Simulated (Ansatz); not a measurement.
**CH5AlF2: molecular dynamics (part 1 of 5)**

CH5AlF2, computed with RKS r2SCAN/def2-SVP (Ansatz 0.2.0).

It belongs to a series of runs on one base structure; here: dynamics from the highest image of the converged band. Figures and captions count atoms from 1; the log counts them from 0 in places.

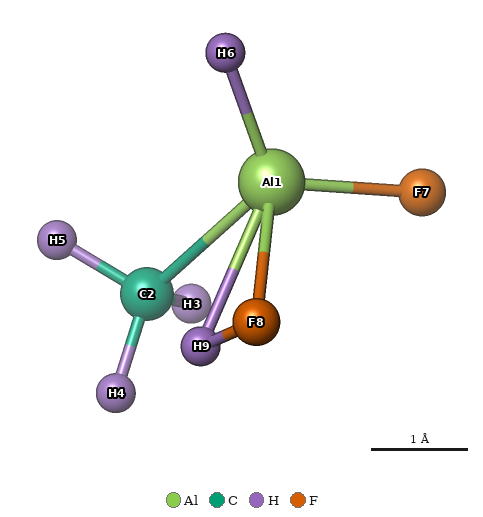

*The input geometry (ball-and-stick view, seen at a tilt; atoms are numbered from 1 in the order of the input). Sticks mark near contacts.*

Bond lengths as drawn: Al–C 2.03 Å, Al–F 1.67 to 1.96 Å, Al–H 1.57 to 1.93 Å, C–H 1.10 to 1.11 Å and F–H 1.02 Å.

The input:
```yaml
crystal:
  periodic: [false, false, false]
  atoms:
    - { symbol: Al, position_ang: [-0.101241, -0.167166, 0.170642] }
    - { symbol: C, position_ang: [-0.043286, -0.004789, 2.191275] }
    - { symbol: H, position_ang: [-0.968123, 0.54689, 2.436563] }
    - { symbol: H, position_ang: [-0.026106, -0.817617, 2.949538] }
    - { symbol: H, position_ang: [0.819505, 0.631075, 2.452701] }
    - { symbol: H, position_ang: [1.083357, 0.388785, -0.704615] }
    - { symbol: F, position_ang: [-1.649113, -0.137296, -0.460709] }
    - { symbol: F, position_ang: [0.203442, -2.049659, 0.61212] }
    - { symbol: H, position_ang: [0.138665, -1.549923, 1.502686] }
basis:
  gaussian: { orbitals: def2-SVP }
hamiltonian:
  xc: r2scan
md:
  timestep: 0.5
  n_steps: 200
  ensemble: nve
  temperature: 100.0
  initial_velocities: maxwell_boltzmann
  seed: 7416
```

Launch command:
```bash
ansatz run input.yaml --threads 2 --pin off --max-ram 3072MiB --backend cpu --events-out ev --progress --plain --runs-dir out
```

The program's output:
```
Engine: ansatz 0.2.0, x86_64-unknown-linux-gnu
Functional definition: r2SCAN
  parameter k0 = 0.174
  parameter k1 = 0.065
  parameter a1 = 4.9479
  exchange = r2scan_x(k0 = k0, k1 = k1, a1 = a1)
  correlation = r2scan_c
937 factors; their error is unknown
mean field evaluation 1: about -13133.2800 eV, gradient 6.0e1 eV
mean field evaluation 2: about -13125.1856 eV, gradient 8.7e1 eV
mean field evaluation 4: about -13140.6241 eV, gradient 3.3e0 eV
mean field evaluation 8: about -13140.6532 eV, gradient 9.0e-2 eV
mean field evaluation 16: about -13140.6056 eV, gradient 8.4e-6 eV
mean field -13140.60562229 eV, -482.9083495969 hartree, gradient 8.4e-6 eV, S^2 0.000000; 0 other end points of the search recorded, 0 dependent functions left out
the calculation of the forces begins
reference -13140.60563395 eV, -482.9083500252 hartree; 21, 21 occupied and 64, 64 virtual orbitals, 937 factors
md step     0: t =     0.00 fs  T =   100.0 K  F+E_penalty+E_count = -13140.60562229 eV  E_kin = 0.090482 eV  conserved = -13140.51514029 eV  (27 SCF iters)
these checks for a lower state are left out or cut short: starts, cluster_reference, orbital_swaps, neighbouring_geometries, increment
937 factors; their error is unknown
mean field -13140.60378193 eV, -482.9082819649 hartree, gradient 2.6e-5 eV, S^2 0.000000; 0 other end points of the search recorded, 0 dependent functions left out
the calculation of the forces begins
reference -13140.60379359 eV, -482.9082823934 hartree; 21, 21 occupied and 64, 64 virtual orbitals, 937 factors
md step     1: t =     0.50 fs  T =    98.0 K  F+E_penalty+E_count = -13140.60378193 eV  E_kin = 0.088667 eV  conserved = -13140.51511445 eV  (29 SCF iters)
[... from here on the SCF iterations and repeated set-up lines of each step are left out, up to the last step ...]
md step     2: t =     1.00 fs  T =    92.4 K  F+E_penalty+E_count = -13140.59863762 eV  E_kin = 0.083584 eV  conserved = -13140.51505351 eV  (30 SCF iters)
md step     3: t =     1.50 fs  T =    84.2 K  F+E_penalty+E_count = -13140.59113563 eV  E_kin = 0.076162 eV  conserved = -13140.51497347 eV  (29 SCF iters)
md step     4: t =     2.00 fs  T =    74.8 K  F+E_penalty+E_count = -13140.58253381 eV  E_kin = 0.067642 eV  conserved = -13140.51489170 eV  (29 SCF iters)
md step     5: t =     2.50 fs  T =    65.5 K  F+E_penalty+E_count = -13140.57412652 eV  E_kin = 0.059303 eV  conserved = -13140.51482322 eV  (29 SCF iters)
md step     6: t =     3.00 fs  T =    57.7 K  F+E_penalty+E_count = -13140.56700317 eV  E_kin = 0.052225 eV  conserved = -13140.51477850 eV  (29 SCF iters)
md step     7: t =     3.50 fs  T =    52.1 K  F+E_penalty+E_count = -13140.56187848 eV  E_kin = 0.047116 eV  conserved = -13140.51476247 eV  (29 SCF iters)
md step     8: t =     4.00 fs  T =    48.9 K  F+E_penalty+E_count = -13140.55901180 eV  E_kin = 0.044237 eV  conserved = -13140.51477451 eV  (29 SCF iters)
md step     9: t =     4.50 fs  T =    48.0 K  F+E_penalty+E_count = -13140.55821663 eV  E_kin = 0.043408 eV  conserved = -13140.51480912 eV  (29 SCF iters)
md step    10: t =     5.00 fs  T =    48.7 K  F+E_penalty+E_count = -13140.55895039 eV  E_kin = 0.044094 eV  conserved = -13140.51485676 eV  (29 SCF iters)
md step    11: t =     5.50 fs  T =    50.4 K  F+E_penalty+E_count = -13140.56046731 eV  E_kin = 0.045562 eV  conserved = -13140.51490576 eV  (29 SCF iters)
md step    12: t =     6.00 fs  T =    52.0 K  F+E_penalty+E_count = -13140.56200669 eV  E_kin = 0.047062 eV  conserved = -13140.51494425 eV  (29 SCF iters)
md step    13: t =     6.50 fs  T =    53.1 K  F+E_penalty+E_count = -13140.56298090 eV  E_kin = 0.048018 eV  conserved = -13140.51496292 eV  (29 SCF iters)
md step    14: t =     7.00 fs  T =    53.2 K  F+E_penalty+E_count = -13140.56311990 eV  E_kin = 0.048162 eV  conserved = -13140.51495784 eV  (29 SCF iters)
md step    15: t =     7.50 fs  T =    52.6 K  F+E_penalty+E_count = -13140.56253039 eV  E_kin = 0.047599 eV  conserved = -13140.51493158 eV  (29 SCF iters)
md step    16: t =     8.00 fs  T =    51.7 K  F+E_penalty+E_count = -13140.56164829 eV  E_kin = 0.046755 eV  conserved = -13140.51489347 eV  (30 SCF iters)
md step    17: t =     8.50 fs  T =    51.1 K  F+E_penalty+E_count = -13140.56108915 eV  E_kin = 0.046232 eV  conserved = -13140.51485696 eV  (29 SCF iters)
md step    18: t =     9.00 fs  T =    51.5 K  F+E_penalty+E_count = -13140.56143701 eV  E_kin = 0.046602 eV  conserved = -13140.51483545 eV  (26 SCF iters)
md step    19: t =     9.50 fs  T =    53.3 K  F+E_penalty+E_count = -13140.56303551 eV  E_kin = 0.048198 eV  conserved = -13140.51483793 eV  (29 SCF iters)
md step    20: t =    10.00 fs  T =    56.3 K  F+E_penalty+E_count = -13140.56584845 eV  E_kin = 0.050982 eV  conserved = -13140.51486601 eV  (29 SCF iters)
md step    21: t =    10.50 fs  T =    60.3 K  F+E_penalty+E_count = -13140.56943943 eV  E_kin = 0.054527 eV  conserved = -13140.51491233 eV  (29 SCF iters)
md step    22: t =    11.00 fs  T =    64.2 K  F+E_penalty+E_count = -13140.57308546 eV  E_kin = 0.058122 eV  conserved = -13140.51496326 eV  (29 SCF iters)
md step    23: t =    11.50 fs  T =    67.4 K  F+E_penalty+E_count = -13140.57598739 eV  E_kin = 0.060983 eV  conserved = -13140.51500396 eV  (29 SCF iters)
md step    24: t =    12.00 fs  T =    69.0 K  F+E_penalty+E_count = -13140.57750039 eV  E_kin = 0.062477 eV  conserved = -13140.51502310 eV  (29 SCF iters)
md step    25: t =    12.50 fs  T =    68.8 K  F+E_penalty+E_count = -13140.57730309 eV  E_kin = 0.062285 eV  conserved = -13140.51501774 eV  (29 SCF iters)
md step    26: t =    13.00 fs  T =    66.8 K  F+E_penalty+E_count = -13140.57544735 eV  E_kin = 0.060455 eV  conserved = -13140.51499256 eV  (29 SCF iters)
md step    27: t =    13.50 fs  T =    63.4 K  F+E_penalty+E_count = -13140.57229104 eV  E_kin = 0.057334 eV  conserved = -13140.51495693 eV  (28 SCF iters)
md step    28: t =    14.00 fs  T =    59.1 K  F+E_penalty+E_count = -13140.56835639 eV  E_kin = 0.053436 eV  conserved = -13140.51492079 eV  (29 SCF iters)
md step    29: t =    14.50 fs  T =    54.5 K  F+E_penalty+E_count = -13140.56417623 eV  E_kin = 0.049284 eV  conserved = -13140.51489219 eV  (29 SCF iters)
md step    30: t =    15.00 fs  T =    50.1 K  F+E_penalty+E_count = -13140.56017608 eV  E_kin = 0.045302 eV  conserved = -13140.51487402 eV  (29 SCF iters)
md step    31: t =    15.50 fs  T =    46.2 K  F+E_penalty+E_count = -13140.55662526 eV  E_kin = 0.041760 eV  conserved = -13140.51486541 eV  (29 SCF iters)
md step    32: t =    16.00 fs  T =    42.9 K  F+E_penalty+E_count = -13140.55365357 eV  E_kin = 0.038792 eV  conserved = -13140.51486191 eV  (29 SCF iters)
md step    33: t =    16.50 fs  T =    40.3 K  F+E_penalty+E_count = -13140.55131851 eV  E_kin = 0.036461 eV  conserved = -13140.51485782 eV  (29 SCF iters)
md step    34: t =    17.00 fs  T =    38.5 K  F+E_penalty+E_count = -13140.54968985 eV  E_kin = 0.034841 eV  conserved = -13140.51484899 eV  (29 SCF iters)
md step    35: t =    17.50 fs  T =    37.7 K  F+E_penalty+E_count = -13140.54891197 eV  E_kin = 0.034077 eV  conserved = -13140.51483471 eV  (29 SCF iters)
md step    36: t =    18.00 fs  T =    38.0 K  F+E_penalty+E_count = -13140.54921099 eV  E_kin = 0.034392 eV  conserved = -13140.51481908 eV  (26 SCF iters)
md step    37: t =    18.50 fs  T =    39.8 K  F+E_penalty+E_count = -13140.55082929 eV  E_kin = 0.036019 eV  conserved = -13140.51480992 eV  (29 SCF iters)
md step    38: t =    19.00 fs  T =    43.2 K  F+E_penalty+E_count = -13140.55390207 eV  E_kin = 0.039086 eV  conserved = -13140.51481609 eV  (29 SCF iters)
md step    39: t =    19.50 fs  T =    48.1 K  F+E_penalty+E_count = -13140.55832263 eV  E_kin = 0.043480 eV  conserved = -13140.51484292 eV  (29 SCF iters)
md step    40: t =    20.00 fs  T =    53.9 K  F+E_penalty+E_count = -13140.56366360 eV  E_kin = 0.048775 eV  conserved = -13140.51488859 eV  (29 SCF iters)
md step    41: t =    20.50 fs  T =    60.0 K  F+E_penalty+E_count = -13140.56920913 eV  E_kin = 0.054266 eV  conserved = -13140.51494313 eV  (29 SCF iters)
md step    42: t =    21.00 fs  T =    65.3 K  F+E_penalty+E_count = -13140.57410946 eV  E_kin = 0.059118 eV  conserved = -13140.51499167 eV  (30 SCF iters)
md step    43: t =    21.50 fs  T =    69.2 K  F+E_penalty+E_count = -13140.57761121 eV  E_kin = 0.062591 eV  conserved = -13140.51501989 eV  (29 SCF iters)
md step    44: t =    22.00 fs  T =    71.0 K  F+E_penalty+E_count = -13140.57927776 eV  E_kin = 0.064258 eV  conserved = -13140.51501975 eV  (29 SCF iters)
md step    45: t =    22.50 fs  T =    70.9 K  F+E_penalty+E_count = -13140.57911341 eV  E_kin = 0.064121 eV  conserved = -13140.51499255 eV  (29 SCF iters)
md step    46: t =    23.00 fs  T =    69.2 K  F+E_penalty+E_count = -13140.57754409 eV  E_kin = 0.062596 eV  conserved = -13140.51494820 eV  (29 SCF iters)
md step    47: t =    23.50 fs  T =    66.7 K  F+E_penalty+E_count = -13140.57526503 eV  E_kin = 0.060364 eV  conserved = -13140.51490137 eV  (29 SCF iters)
md step    48: t =    24.00 fs  T =    64.3 K  F+E_penalty+E_count = -13140.57301414 eV  E_kin = 0.058148 eV  conserved = -13140.51486603 eV  (29 SCF iters)
md step    49: t =    24.50 fs  T =    62.4 K  F+E_penalty+E_count = -13140.57135245 eV  E_kin = 0.056501 eV  conserved = -13140.51485128 eV  (29 SCF iters)
md step    50: t =    25.00 fs  T =    61.5 K  F+E_penalty+E_count = -13140.57051905 eV  E_kin = 0.055660 eV  conserved = -13140.51485910 eV  (29 SCF iters)
md step    51: t =    25.50 fs  T =    61.4 K  F+E_penalty+E_count = -13140.57039603 eV  E_kin = 0.055511 eV  conserved = -13140.51488474 eV  (29 SCF iters)
md step    52: t =    26.00 fs  T =    61.5 K  F+E_penalty+E_count = -13140.57057876 eV  E_kin = 0.055660 eV  conserved = -13140.51491900 eV  (29 SCF iters)
md step    53: t =    26.50 fs  T =    61.4 K  F+E_penalty+E_count = -13140.57051841 eV  E_kin = 0.055568 eV  conserved = -13140.51495074 eV  (29 SCF iters)
md step    54: t =    27.00 fs  T =    60.5 K  F+E_penalty+E_count = -13140.56969534 eV  E_kin = 0.054725 eV  conserved = -13140.51497048 eV  (27 SCF iters)
md step    55: t =    27.50 fs  T =    58.4 K  F+E_penalty+E_count = -13140.56777812 eV  E_kin = 0.052807 eV  conserved = -13140.51497077 eV  (29 SCF iters)
md step    56: t =    28.00 fs  T =    55.0 K  F+E_penalty+E_count = -13140.56474055 eV  E_kin = 0.049791 eV  conserved = -13140.51494910 eV  (30 SCF iters)
md step    57: t =    28.50 fs  T =    50.8 K  F+E_penalty+E_count = -13140.56090545 eV  E_kin = 0.045998 eV  conserved = -13140.51490782 eV  (30 SCF iters)
md step    58: t =    29.00 fs  T =    46.5 K  F+E_penalty+E_count = -13140.55690310 eV  E_kin = 0.042048 eV  conserved = -13140.51485543 eV  (30 SCF iters)
md step    59: t =    29.50 fs  T =    42.8 K  F+E_penalty+E_count = -13140.55353974 eV  E_kin = 0.038735 eV  conserved = -13140.51480435 eV  (30 SCF iters)
md step    60: t =    30.00 fs  T =    40.7 K  F+E_penalty+E_count = -13140.55160352 eV  E_kin = 0.036836 eV  conserved = -13140.51476778 eV  (31 SCF iters)
md step    61: t =    30.50 fs  T =    40.8 K  F+E_penalty+E_count = -13140.55165895 eV  E_kin = 0.036904 eV  conserved = -13140.51475543 eV  (30 SCF iters)
md step    62: t =    31.00 fs  T =    43.2 K  F+E_penalty+E_count = -13140.55389549 eV  E_kin = 0.039126 eV  conserved = -13140.51476988 eV  (30 SCF iters)
md step    63: t =    31.50 fs  T =    47.8 K  F+E_penalty+E_count = -13140.55808457 eV  E_kin = 0.043278 eV  conserved = -13140.51480647 eV  (30 SCF iters)
md step    64: t =    32.00 fs  T =    53.9 K  F+E_penalty+E_count = -13140.56365506 eV  E_kin = 0.048801 eV  conserved = -13140.51485436 eV  (30 SCF iters)
md step    65: t =    32.50 fs  T =    60.7 K  F+E_penalty+E_count = -13140.56985765 eV  E_kin = 0.054956 eV  conserved = -13140.51490153 eV  (30 SCF iters)
md step    66: t =    33.00 fs  T =    67.4 K  F+E_penalty+E_count = -13140.57595099 eV  E_kin = 0.061012 eV  conserved = -13140.51493877 eV  (31 SCF iters)
md step    67: t =    33.50 fs  T =    73.4 K  F+E_penalty+E_count = -13140.58134790 eV  E_kin = 0.066386 eV  conserved = -13140.51496143 eV  (30 SCF iters)
md step    68: t =    34.00 fs  T =    78.2 K  F+E_penalty+E_count = -13140.58568871 eV  E_kin = 0.070719 eV  conserved = -13140.51496985 eV  (30 SCF iters)
md step    69: t =    34.50 fs  T =    81.6 K  F+E_penalty+E_count = -13140.58884004 eV  E_kin = 0.073873 eV  conserved = -13140.51496731 eV  (30 SCF iters)
md step    70: t =    35.00 fs  T =    83.9 K  F+E_penalty+E_count = -13140.59084520 eV  E_kin = 0.075887 eV  conserved = -13140.51495817 eV  (31 SCF iters)
md step    71: t =    35.50 fs  T =    85.0 K  F+E_penalty+E_count = -13140.59185570 eV  E_kin = 0.076909 eV  conserved = -13140.51494630 eV  (30 SCF iters)
md step    72: t =    36.00 fs  T =    85.2 K  F+E_penalty+E_count = -13140.59206802 eV  E_kin = 0.077134 eV  conserved = -13140.51493447 eV  (26 SCF iters)
md step    73: t =    36.50 fs  T =    84.8 K  F+E_penalty+E_count = -13140.59167844 eV  E_kin = 0.076754 eV  conserved = -13140.51492401 eV  (31 SCF iters)
md step    74: t =    37.00 fs  T =    83.9 K  F+E_penalty+E_count = -13140.59086109 eV  E_kin = 0.075946 eV  conserved = -13140.51491474 eV  (31 SCF iters)
md step    75: t =    37.50 fs  T =    82.7 K  F+E_penalty+E_count = -13140.58977076 eV  E_kin = 0.074866 eV  conserved = -13140.51490511 eV  (30 SCF iters)
md step    76: t =    38.00 fs  T =    81.4 K  F+E_penalty+E_count = -13140.58856886 eV  E_kin = 0.073676 eV  conserved = -13140.51489238 eV  (30 SCF iters)
md step    77: t =    38.50 fs  T =    80.2 K  F+E_penalty+E_count = -13140.58746728 eV  E_kin = 0.072594 eV  conserved = -13140.51487346 eV  (31 SCF iters)
md step    78: t =    39.00 fs  T =    79.5 K  F+E_penalty+E_count = -13140.58677617 eV  E_kin = 0.071930 eV  conserved = -13140.51484627 eV  (30 SCF iters)
md step    79: t =    39.50 fs  T =    79.7 K  F+E_penalty+E_count = -13140.58693412 eV  E_kin = 0.072123 eV  conserved = -13140.51481137 eV  (30 SCF iters)
md step    80: t =    40.00 fs  T =    81.5 K  F+E_penalty+E_count = -13140.58849591 eV  E_kin = 0.073723 eV  conserved = -13140.51477278 eV  (30 SCF iters)
md step    81: t =    40.50 fs  T =    85.5 K  F+E_penalty+E_count = -13140.59206465 eV  E_kin = 0.077327 eV  conserved = -13140.51473765 eV  (30 SCF iters)
md step    82: t =    41.00 fs  T =    92.2 K  F+E_penalty+E_count = -13140.59817785 eV  E_kin = 0.083464 eV  conserved = -13140.51471373 eV  (30 SCF iters)
md step    83: t =    41.50 fs  T =   102.2 K  F+E_penalty+E_count = -13140.60718767 eV  E_kin = 0.092482 eV  conserved = -13140.51470565 eV  (31 SCF iters)
md step    84: t =    42.00 fs  T =   115.5 K  F+E_penalty+E_count = -13140.61919179 eV  E_kin = 0.104480 eV  conserved = -13140.51471191 eV  (31 SCF iters)
md step    85: t =    42.50 fs  T =   131.9 K  F+E_penalty+E_count = -13140.63405874 eV  E_kin = 0.119334 eV  conserved = -13140.51472478 eV  (30 SCF iters)
md step    86: t =    43.00 fs  T =   151.2 K  F+E_penalty+E_count = -13140.65154978 eV  E_kin = 0.136816 eV  conserved = -13140.51473372 eV  (30 SCF iters)
md step    87: t =    43.50 fs  T =   173.2 K  F+E_penalty+E_count = -13140.67148988 eV  E_kin = 0.156760 eV  conserved = -13140.51473024 eV  (30 SCF iters)
md step    88: t =    44.00 fs  T =   198.1 K  F+E_penalty+E_count = -13140.69391154 eV  E_kin = 0.179200 eV  conserved = -13140.51471165 eV  (31 SCF iters)
md step    89: t =    44.50 fs  T =   225.9 K  F+E_penalty+E_count = -13140.71910495 eV  E_kin = 0.204420 eV  conserved = -13140.51468511 eV  (29 SCF iters)
md step    90: t =    45.00 fs  T =   257.4 K  F+E_penalty+E_count = -13140.74752921 eV  E_kin = 0.232862 eV  conserved = -13140.51466757 eV  (28 SCF iters)
md step    91: t =    45.50 fs  T =   292.8 K  F+E_penalty+E_count = -13140.77958015 eV  E_kin = 0.264895 eV  conserved = -13140.51468546 eV  (29 SCF iters)
md step    92: t =    46.00 fs  T =   332.1 K  F+E_penalty+E_count = -13140.81522391 eV  E_kin = 0.300450 eV  conserved = -13140.51477345 eV  (29 SCF iters)
md step    93: t =    46.50 fs  T =   374.2 K  F+E_penalty+E_count = -13140.85351905 eV  E_kin = 0.338546 eV  conserved = -13140.51497268 eV  (29 SCF iters)
md step    94: t =    47.00 fs  T =   416.4 K  F+E_penalty+E_count = -13140.89207751 eV  E_kin = 0.376760 eV  conserved = -13140.51531775 eV  (29 SCF iters)
md step    95: t =    47.50 fs  T =   454.1 K  F+E_penalty+E_count = -13140.92664909 eV  E_kin = 0.410835 eV  conserved = -13140.51581443 eV  (29 SCF iters)
md step    96: t =    48.00 fs  T =   480.6 K  F+E_penalty+E_count = -13140.95121198 eV  E_kin = 0.434828 eV  conserved = -13140.51638441 eV  (29 SCF iters)
md step    97: t =    48.50 fs  T =   489.0 K  F+E_penalty+E_count = -13140.95929415 eV  E_kin = 0.442474 eV  conserved = -13140.51682011 eV  (29 SCF iters)
md step    98: t =    49.00 fs  T =   475.7 K  F+E_penalty+E_count = -13140.94718125 eV  E_kin = 0.430406 eV  conserved = -13140.51677512 eV  (29 SCF iters)
md step    99: t =    49.50 fs  T =   445.2 K  F+E_penalty+E_count = -13140.91876814 eV  E_kin = 0.402802 eV  conserved = -13140.51596640 eV  (28 SCF iters)
md step   100: t =    50.00 fs  T =   413.9 K  F+E_penalty+E_count = -13140.88906532 eV  E_kin = 0.374526 eV  conserved = -13140.51453914 eV  (28 SCF iters)
md step   101: t =    50.50 fs  T =   406.6 K  F+E_penalty+E_count = -13140.88115563 eV  E_kin = 0.367868 eV  conserved = -13140.51328752 eV  (28 SCF iters)
md step   102: t =    51.00 fs  T =   443.2 K  F+E_penalty+E_count = -13140.91422649 eV  E_kin = 0.401058 eV  conserved = -13140.51316800 eV  (28 SCF iters)
md step   103: t =    51.50 fs  T =   525.6 K  F+E_penalty+E_count = -13140.98996046 eV  E_kin = 0.475595 eV  conserved = -13140.51436539 eV  (29 SCF iters)
md step   104: t =    52.00 fs  T =   634.4 K  F+E_penalty+E_count = -13141.09007277 eV  E_kin = 0.574005 eV  conserved = -13140.51606775 eV  (29 SCF iters)
md step   105: t =    52.50 fs  T =   741.2 K  F+E_penalty+E_count = -13141.18795191 eV  E_kin = 0.670669 eV  conserved = -13140.51728259 eV  (29 SCF iters)
md step   106: t =    53.00 fs  T =   824.2 K  F+E_penalty+E_count = -13141.26332122 eV  E_kin = 0.745709 eV  conserved = -13140.51761225 eV  (29 SCF iters)
md step   107: t =    53.50 fs  T =   874.9 K  F+E_penalty+E_count = -13141.30887055 eV  E_kin = 0.791620 eV  conserved = -13140.51725024 eV  (29 SCF iters)
md step   108: t =    54.00 fs  T =   896.9 K  F+E_penalty+E_count = -13141.32815103 eV  E_kin = 0.811567 eV  conserved = -13140.51658418 eV  (29 SCF iters)
md step   109: t =    54.50 fs  T =   899.8 K  F+E_penalty+E_count = -13141.33010751 eV  E_kin = 0.814202 eV  conserved = -13140.51590575 eV  (29 SCF iters)
md step   110: t =    55.00 fs  T =   894.4 K  F+E_penalty+E_count = -13141.32460296 eV  E_kin = 0.809259 eV  conserved = -13140.51534442 eV  (27 SCF iters)
md step   111: t =    55.50 fs  T =   890.0 K  F+E_penalty+E_count = -13141.32020639 eV  E_kin = 0.805289 eV  conserved = -13140.51491784 eV  (30 SCF iters)
md step   112: t =    56.00 fs  T =   894.2 K  F+E_penalty+E_count = -13141.32367000 eV  E_kin = 0.809069 eV  conserved = -13140.51460116 eV  (30 SCF iters)
```
